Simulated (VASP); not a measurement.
Band structure of LiCl (space group Fm-3m). Computed with PBE GGA, VASP's PBE PAW potentials (set 64) (plane waves; VASP).

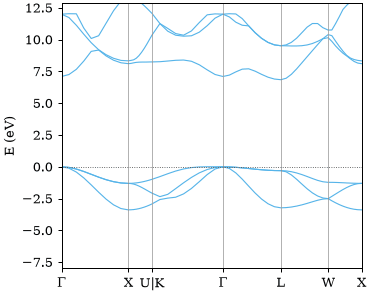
Bands along high-symmetry lines, zero at the valence-band maximum or, without a gap, the Fermi level

Question: Read the plot: is there a gap, and where are the band edges?

Answer: The gap is indirect, 6.84 eV, from the valence maximum at K-Γ at 0.78 to the conduction minimum at L.

The structure comes from a computed database's LiCl entry; how it stands against other phases isn't given here. The cell was not relaxed at this level.
